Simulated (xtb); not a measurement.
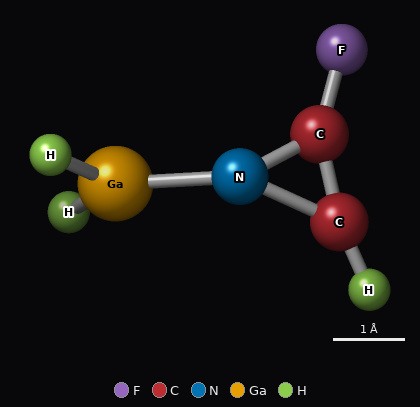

*The structure (ball-and-stick view, seen on its broad side). Sticks mark near contacts.*

Bond lengths as drawn: C–C 1.28 Å, C–F 1.30 Å, C–H 1.05 Å, C–N 1.40 to 1.61 Å, Ga–H 1.56 to 1.59 Å and Ga–N 1.88 Å.

## Frequency calculation, with input and output: C$_{2}$H$_{3}$FGaN

The run: frequency calculation of C$_{2}$H$_{3}$FGaN, SMILES FC1=C[N]1[GaH2]. Method and program: GFN2-xTB (xtb 6.7.1 later snapshot).

The geometry was optimised with GFN2-xTB.

### Input file (mol.xyz)
```
8

F      0.13862     0.53589     2.37596
C      0.65084     0.18974     1.23069
C      1.61249     0.20943     0.38373
N      0.20663    -0.53089     0.11879
Ga    -1.26677    -0.24111    -1.01084
H      2.49077     0.42353    -0.15864
H     -1.83654     1.02835    -1.78856
H     -1.99605    -1.61494    -1.15112
```

### File .CHRG
```
0
```

### File .UHF
```
0
```

### File xtb.inp
```
$symmetry
   desy=0.01
$end
```

Machine: 1 thread of Arm Neoverse V2, 24 GiB of memory available, shared host.

Run as:
```bash
xtb mol.xyz --hess -I xtb.inp --parallel 1 > run.log 2> xtb.err
```

### What the program printed
```
* xtb version 6.7.1
   ID    Z sym.   atoms
    1    9 F      1
    2    6 C      2, 3
    3    7 N      4
    4   31 Ga     5
    5    1 H      6-8

           -------------------------------------------------
          |                Calculation Setup                |
           -------------------------------------------------

          program call               : xtb mol.xyz --hess -I xtb.inp --parallel 1
          coordinate file            : mol.xyz
          omp threads                :                     1

           -------------------------------------------------
          |                 G F N 2 - x T B                 |
           -------------------------------------------------

      * Hamiltonian:
        H0-scaling (s, p, d)           1.850000    2.230000    2.230000
        zeta-weighting                 0.500000
      * Dispersion:
        s8                             2.700000
        a1                             0.520000
        a2                             5.000000
        s9                             5.000000
      * Repulsion:
        kExp                           1.500000    1.000000
        rExp                           1.000000
      * Coulomb:
        alpha                          2.000000
        third order                    shell-resolved
        anisotropic                    true
        a3                             3.000000
        a5                             4.000000
        cn-shift                       1.200000
        cn-exp                         4.000000
        max-rad                        5.000000

          ...................................................
          :                      SETUP                      :
          :.................................................:
          :  # basis functions                  29          :
          :  # atomic orbitals                  28          :
          :  # shells                           14          :
          :  # electrons                        26          :
          :  max. iterations                   250          :
          :  Hamiltonian                  GFN2-xTB          :
          :  restarted?                      false          :
          :  GBSA solvation                  false          :
          :  PC potential                    false          :
          :  electronic temp.          300.0000000     K    :
          :  accuracy                    1.0000000          :
          :  -> integral cutoff          0.2500000E+02      :
          :  -> integral neglect         0.1000000E-07      :
          :  -> SCF convergence          0.1000000E-05 Eh   :
          :  -> wf. convergence          0.1000000E-03 e    :
          :  Broyden damping             0.4000000          :
          :  net charge                          0          :
          :  unpaired electrons                  0          :
          ...................................................

 iter      E             dE          RMSdq      gap      omega  full diag
   1    -14.5869577 -0.145870E+02  0.140E+01    2.61       0.0  T
   2    -14.6262321 -0.392744E-01  0.992E+00    3.27       1.0  T
   3    -14.5435225  0.827096E-01  0.518E+00    3.14       1.0  T
   4    -14.6114444 -0.679220E-01  0.227E+00    3.10       1.0  T
   5    -14.6521666 -0.407222E-01  0.492E-01    3.09       1.0  T
   6    -14.6524912 -0.324571E-03  0.192E-01    3.07       1.0  T
   7    -14.6525038 -0.125969E-04  0.783E-02    3.08       1.0  T
   8    -14.6525112 -0.743105E-05  0.242E-02    3.08       1.5  T
   9    -14.6525122 -0.972405E-06  0.396E-03    3.08       8.9  T
  10    -14.6525122 -0.373052E-08  0.123E-03    3.08      28.8  T
  11    -14.6525122 -0.149876E-08  0.389E-04    3.08      91.0  T
  12    -14.6525122 -0.148388E-09  0.990E-05    3.08     357.0  T

   *** convergence criteria satisfied after 12 iterations ***

         #    Occupation            Energy/Eh            Energy/eV
      -------------------------------------------------------------
         1        2.0000           -0.8700489             -23.6752
       ...           ...                  ...                  ...
         7        2.0000           -0.5629589             -15.3189
         8        2.0000           -0.5232926             -14.2395
         9        2.0000           -0.4983593             -13.5610
        10        2.0000           -0.4780607             -13.0087
        11        2.0000           -0.4681222             -12.7383
        12        2.0000           -0.4243030             -11.5459
        13        2.0000           -0.3626857              -9.8692 (HOMO)
        14                         -0.2495706              -6.7912 (LUMO)
        15                         -0.2313117              -6.2943
        16                         -0.1991195              -5.4183
        17                         -0.1569060              -4.2696
        18                         -0.1030117              -2.8031
       ...                                ...                  ...
        28                          1.1310507              30.7775
      -------------------------------------------------------------
                  HL-Gap            0.1131151 Eh            3.0780 eV
             Fermi-level           -0.3061282 Eh           -8.3302 eV

 SCC (total)                   0 d,  0 h,  0 min,  0.003 sec
 SCC setup                      ...        0 min,  0.000 sec (  1.666%)
 Dispersion                     ...        0 min,  0.000 sec (  0.847%)
 classical contributions        ...        0 min,  0.000 sec (  0.142%)
 integral evaluation            ...        0 min,  0.000 sec ( 14.307%)
 iterations                     ...        0 min,  0.002 sec ( 58.252%)
 molecular gradient             ...        0 min,  0.001 sec ( 23.156%)
 printout                       ...        0 min,  0.000 sec (  1.386%)

         :::::::::::::::::::::::::::::::::::::::::::::::::::::
         ::                     SUMMARY                     ::
         :::::::::::::::::::::::::::::::::::::::::::::::::::::
         :: total energy             -14.517033687820 Eh    ::
         :: gradient norm              0.000072617527 Eh/a0 ::
         :: HOMO-LUMO gap              3.078019265515 eV    ::
         ::.................................................::
         :: SCC energy               -14.652509208741 Eh    ::
         :: -> isotropic ES            0.031075366005 Eh    ::
         :: -> anisotropic ES          0.002986314913 Eh    ::
         :: -> anisotropic XC          0.004027886055 Eh    ::
         :: -> dispersion             -0.004376001378 Eh    ::
         :: repulsion energy           0.135475520921 Eh    ::
         :: add. restraining           0.000000000000 Eh    ::
         :: total charge               0.000000000000 e     ::
         :::::::::::::::::::::::::::::::::::::::::::::::::::::

           -------------------------------------------------
          |                Numerical Hessian                |
           -------------------------------------------------
step length          :   0.00500
SCC accuracy         :   0.30000
Hessian scale factor :   1.00000
frozen atoms in %    :   0.00000    0
RMS gradient         :   0.00007
estimated CPU  time      0.00 min

writing file <hessian>, containing the non-mass-weighted Hessian matrix in atomic units (Eₕ/Bohr²).

 projected vibrational frequencies (cm⁻¹)
eigval :       -0.00    -0.00     0.00     0.00     0.00     0.00
eigval :       68.15   123.23   141.22   185.51   347.45   358.01
eigval :      390.75   457.20   472.08   507.87   678.29   771.08
eigval :      984.00  1184.75  1492.29  1653.27  1952.55  3310.36
           -------------------------------------------------
          |                Property Printout                |
           -------------------------------------------------

    * Orbital Energies and Occupations

         #    Occupation            Energy/Eh            Energy/eV
      -------------------------------------------------------------
         1        2.0000           -0.8700496             -23.6753
         2        2.0000           -0.7141742             -19.4337
         3        2.0000           -0.6234104             -16.9639
         4        2.0000           -0.6199407             -16.8694
         5        2.0000           -0.5872486             -15.9798
         6        2.0000           -0.5751683             -15.6511
         7        2.0000           -0.5629590             -15.3189
         8        2.0000           -0.5232928             -14.2395
         9        2.0000           -0.4983595             -13.5611
        10        2.0000           -0.4780607             -13.0087
        11        2.0000           -0.4681222             -12.7383
        12        2.0000           -0.4243029             -11.5459
        13        2.0000           -0.3626857              -9.8692 (HOMO)
        14                         -0.2495707              -6.7912 (LUMO)
        15                         -0.2313118              -6.2943
        16                         -0.1991195              -5.4183
        17                         -0.1569060              -4.2696
        18                         -0.1030118              -2.8031
        19                         -0.0548574              -1.4927
        20                         -0.0194946              -0.5305
        21                         -0.0042055              -0.1144
        22                          0.0477066               1.2982
        23                          0.0855436               2.3278
        24                          0.2730357               7.4297
       ...                                ...                  ...
        28                          1.1310506              30.7775
      -------------------------------------------------------------
                  HL-Gap            0.1131150 Eh            3.0780 eV
             Fermi-level           -0.3061282 Eh           -8.3302 eV

     #   Z          covCN         q      C6AA      α(0)
     1   9          0.785    -0.151    10.744     3.872
     2   6          2.691     0.288    22.115     7.696
     3   6          2.789    -0.049    29.201     8.852
     4   7          2.594    -0.259    26.730     7.678
     5  31          2.616     0.171   214.379    32.835
     6   1          0.928     0.115     1.652     2.010
     7   1          0.891    -0.059     4.332     3.257
     8   1          0.902    -0.057     4.267     3.232

 Mol. C6AA /au·bohr⁶  :       1442.930136
 Mol. C8AA /au·bohr⁸  :      68731.931302
 Mol. α(0) /au        :         69.431934

Wiberg/Mayer (AO) data.
largest (>0.10) Wiberg bond orders for each atom

 ---------------------------------------------------------------------------
     #   Z sym  total        # sym  WBO       # sym  WBO       # sym  WBO
 ---------------------------------------------------------------------------
     1   9      1.214 --     2      1.014     3      0.116
     2   6      3.892 --     3      1.836     1      1.014     4      1.007
     3   6      3.884 --     2      1.836     6      0.955     4      0.849
                             1      0.116
     4   7      3.196 --     5      1.098     2      1.007     3      0.849
     5  31      2.800 --     4      1.098     8      0.778     7      0.771
     6   1      0.987 --     3      0.955
     7   1      0.997 --     5      0.771     8      0.118
     8   1      0.997 --     5      0.778     7      0.118
 ---------------------------------------------------------------------------

Topologies differ in total number of bonds
Writing topology from bond orders to xtbtopo.mol

molecular dipole:
                 x           y           z       tot (Debye)
 q only:        0.615       0.263      -0.142
   full:        0.620       0.520      -0.211       2.124
molecular quadrupole (traceless):
                xx          xy          yy          xz          yz          zz
 q only:        3.381       0.744      -1.084      -0.032      -0.405      -2.297
Molecule has no symmetry elements
It seems to be the C1 point group
  q+dip:        4.277       0.543      -1.473      -1.055      -1.651      -2.804
   full:        4.055       0.529      -2.806      -2.787      -0.022      -1.249

           -------------------------------------------------
          |               Frequency Printout                |
           -------------------------------------------------
 projected vibrational frequencies (cm⁻¹)
eigval :       -0.00    -0.00     0.00     0.00     0.00     0.00
eigval :       68.15   123.23   141.22   185.51   347.45   358.01
eigval :      390.75   457.20   472.08   507.87   678.29   771.08
eigval :      984.00  1184.75  1492.29  1653.27  1952.55  3310.36
 reduced masses (amu)
    1:     15.42    2:     10.68    3:      8.98    4:     10.83    5:      6.63    6:     12.47
    7:      7.41    8:      1.08    9:      2.68   10:      1.93   11:      3.22   12:      1.59
   13:      1.65   14:      4.65   15:      2.55   16:      6.62   17:      1.04   18:      1.15
   19:     10.49   20:     10.68   21:      1.03   22:      1.02   23:      7.85   24:      1.11
 IR intensities (km·mol⁻¹)
    1:      0.14    2:      0.12    3:      0.81    4:      0.27    5:      1.55    6:      0.53
    7:      4.11    8:      1.22    9:      1.14   10:     91.54   11:     38.18   12:    103.09
   13:     81.06   14:     61.36   15:     84.62   16:     52.86   17:    333.18   18:     11.13
   19:    144.97   20:    162.09   21:    576.08   22:    486.64   23:    202.44   24:     53.09
 Raman intensities (Ä⁴*amu⁻¹)
    1:      0.00    2:      0.00    3:      0.00    4:      0.00    5:      0.00    6:      0.00
    7:      0.00    8:      0.00    9:      0.00   10:      0.00   11:      0.00   12:      0.00
   13:      0.00   14:      0.00   15:      0.00   16:      0.00   17:      0.00   18:      0.00
   19:      0.00   20:      0.00   21:      0.00   22:      0.00   23:      0.00   24:      0.00
 output can be read by thermo (or use thermo option).
 writing <g98.out> molden fake output.
 recommended (thermochemical) frequency scaling factor: 1.0
           -------------------------------------------------
          |             Thermodynamic Functions             |
           -------------------------------------------------

c1  symmetry found (for desy threshold:  0.10E-01) used in thermo

          ...................................................
          :                      SETUP                      :
          :.................................................:
          :  # frequencies                          18      :
          :  # imaginary freq.                       0      :
          :  linear?                             false      :
          :  only rotor calc.                    false      :
          :  symmetry                               c1      :
          :  rotational number                       1      :
          :  scaling factor                  1.0000000      :
          :  rotor cutoff                   50.0000000 cm⁻¹ :
          :  imag. cutoff                  -20.0000000 cm⁻¹ :
          :.................................................:

    mode    ω/cm⁻¹     T·S(HO)/kcal·mol⁻¹    T·S(FR)/kcal·mol⁻¹   T·S(vib)
   ------------------------------------------------------------------------
       1     68.15    -1.25404 ( 77.54%)    -0.96450 ( 22.46%)    -1.18899
       2    123.23    -0.90908 ( 97.36%)    -0.78916 (  2.64%)    -0.90592
       3    141.22    -0.83102 ( 98.45%)    -0.74881 (  1.55%)    -0.82975
       4    185.51    -0.67748 ( 99.47%)    -0.66805 (  0.53%)    -0.67743
   ------------------------------------------------------------------------

   temp. (K)  partition function   enthalpy   heat capacity  entropy
                                   cal/mol     cal/K/mol   cal/K/mol   J/K/mol
 298.15  VIB   71.0                 2988.248     18.242     18.262
         ROT  0.193E+06              888.727      2.981     27.170
         INT  0.137E+08             3876.976     21.223     45.432
         TR   0.452E+26             1481.212      4.968     40.495
         TOT                        5358.1880    26.1907    85.9264   359.5162

       T/K    H(0)-H(T)+PV         H(T)/Eh          T*S/Eh         G(T)/Eh
   ------------------------------------------------------------------------
    298.15    0.853882E-02    0.428892E-01    0.408264E-01    0.206275E-02
   ------------------------------------------------------------------------

         :::::::::::::::::::::::::::::::::::::::::::::::::::::
         ::                  THERMODYNAMIC                  ::
         :::::::::::::::::::::::::::::::::::::::::::::::::::::
         :: total free energy         -14.514970939433 Eh   ::
         ::.................................................::
         :: total energy              -14.517033687822 Eh   ::
         :: zero point energy           0.034350357388 Eh   ::
         :: G(RRHO) w/o ZPVE           -0.032287608998 Eh   ::
         :: G(RRHO) contrib.            0.002062748389 Eh   ::
         :::::::::::::::::::::::::::::::::::::::::::::::::::::

           -------------------------------------------------
          | TOTAL ENERGY              -14.517033687822 Eh   |
          | TOTAL ENTHALPY            -14.474144514272 Eh   |
          | TOTAL FREE ENERGY         -14.514970939433 Eh   |
          | GRADIENT NORM               0.000072619292 Eh/α |
          | HOMO-LUMO GAP               3.078014943101 eV   |
           -------------------------------------------------

------------------------------------------------------------------------
------------------------------------------------------------------------
 total:
 *  cpu-time:     0 d,  0 h,  0 min,  0.112 sec
 * ratio c/w:     1.000 speedup
 SCF:
 *  cpu-time:     0 d,  0 h,  0 min,  0.004 sec
 * ratio c/w:     0.999 speedup
 analytical hessian:
 *  cpu-time:     0 d,  0 h,  0 min,  0.102 sec
 * ratio c/w:     1.000 speedup
```

### File vibspectrum
```
$vibrational spectrum
#  mode     symmetry     wave number   IR intensity    selection rules
#                         cm**(-1)      (km*mol⁻¹)        IR
     1                      -0.00         0.00000          -
     2                      -0.00         0.00000          -
     3                       0.00         0.00000          -
     4                       0.00         0.00000          -
     5                       0.00         0.00000          -
     6                       0.00         0.00000          -
     7        a             68.15         4.10547         YES
     8        a            123.23         1.21737         YES
     9        a            141.22         1.14179         YES
    10        a            185.51        91.53931         YES
    11        a            347.45        38.18120         YES
    12        a            358.01       103.08899         YES
    13        a            390.75        81.05912         YES
    14        a            457.20        61.36024         YES
    15        a            472.08        84.61505         YES
    16        a            507.87        52.86131         YES
    17        a            678.29       333.18394         YES
    18        a            771.08        11.13203         YES
    19        a            984.00       144.96947         YES
    20        a           1184.75       162.09274         YES
    21        a           1492.29       576.07969         YES
    22        a           1653.27       486.64013         YES
    23        a           1952.55       202.44212         YES
    24        a           3310.36        53.08655         YES
$end
```

### Standard error
```
normal termination of xtb
```

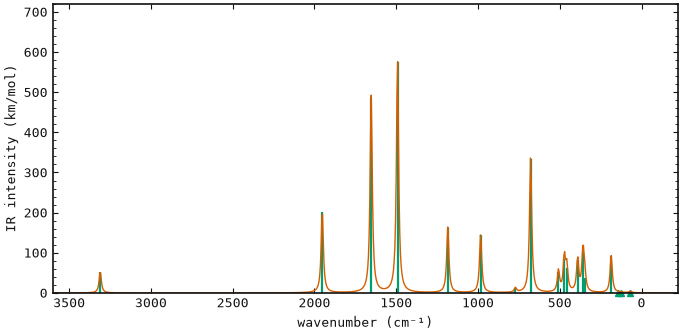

*Harmonic infrared spectrum, unscaled: sticks (degenerate modes added up, dark ones marked on the axis) with a Lorentzian envelope of 16 cm⁻¹ full width, scaled to the tallest stick.*

18 modes from 68 to 3310 cm⁻¹, none imaginary. The strongest line is at 1492 cm⁻¹ (576 km/mol).

### Key numbers

- outcome: converged
- electrons treated: 26
- total energy: −14.517034 hartree
- dispersion energy: −0.004376 hartree
- basis functions: 29
- HOMO: −9.87 eV
- LUMO: −6.79 eV
- zero-point energy: 0.034350 hartree
- dipole moment: 2.13 D
- wavenumbers, lowest and highest: 68 and 3310 cm⁻¹
- peak memory: 0.073 GiB

### Notes

Settings chosen away from the usual ones: method = gfn2-xtb; task = frequencies; x = {"symmetry_threshold": 0.01}; geo = {"prev": "A"}.
